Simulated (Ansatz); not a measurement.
System BeCu₂SiSe₄ (space group I-42m, No. 121); source of the atomic positions: coordinates from a relaxation with DFT, PBEsol, plane waves, PAW in Ansatz 0.2.0; the starting structure was generated, so it need not be a known form of this composition.

```cif
data_structure
_symmetry_space_group_name_H-M 'P 1'
_symmetry_Int_Tables_number 1
_cell_length_a 5.2930
_cell_length_b 5.2930
_cell_length_c 11.0482
_cell_angle_alpha 90.000
_cell_angle_beta 90.000
_cell_angle_gamma 90.000
_cell_volume 309.52
loop_
_atom_site_label
_atom_site_type_symbol
_atom_site_fract_x
_atom_site_fract_y
_atom_site_fract_z
_atom_site_occupancy
Cu1 Cu 0.00000 0.50000 0.25000 1
Cu2 Cu 0.50000 0.00000 0.25000 1
Be1 Be 0.00000 0.00000 0.00000 1
Si1 Si 0.50000 0.50000 0.00000 1
Se1 Se 0.75483 0.75483 0.12009 1
Se2 Se 0.25483 0.74517 0.37991 1
Se3 Se 0.74517 0.25483 0.37991 1
Se4 Se 0.24517 0.24517 0.12009 1
Cu3 Cu 0.50000 0.00000 0.75000 1
Cu4 Cu 0.00000 0.50000 0.75000 1
Be2 Be 0.50000 0.50000 0.50000 1
Si2 Si 0.00000 0.00000 0.50000 1
Se5 Se 0.25483 0.25483 0.62009 1
Se6 Se 0.75483 0.24517 0.87991 1
Se7 Se 0.24517 0.75483 0.87991 1
Se8 Se 0.74517 0.74517 0.62009 1
```

Describe how the polyhedra about Be and Si are linked (bonds: Be–Se below 2.5 Å and Se–Si below 2.6 Å).

Be: BeSe4 tetrahedron, sharing corners with four neighbours; Si: SiSe4 tetrahedron, sharing corners with four neighbours.

They form layers of corner-sharing tetrahedra parallel to (001). Their corner atoms also have Cu as close neighbours (those links are not drawn).

Centre to centre across a shared corner: 3.74 Å.

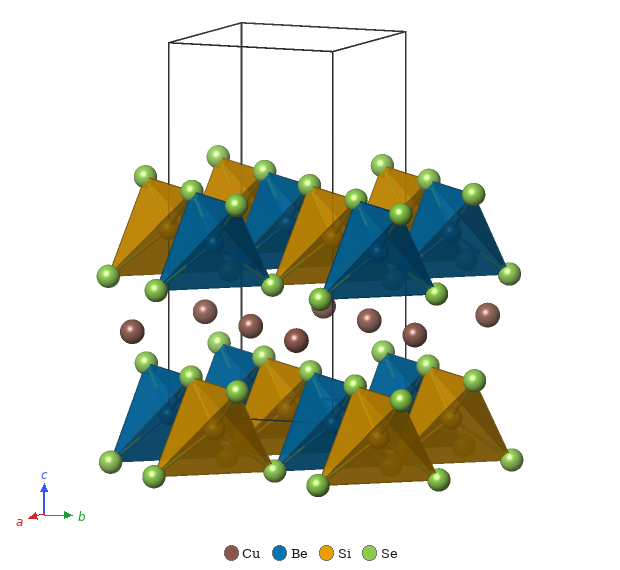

Polyhedra are drawn about Be and Si (bonds: Be–Se below 2.5 Å and Se–Si below 2.6 Å); other atoms are plain spheres.
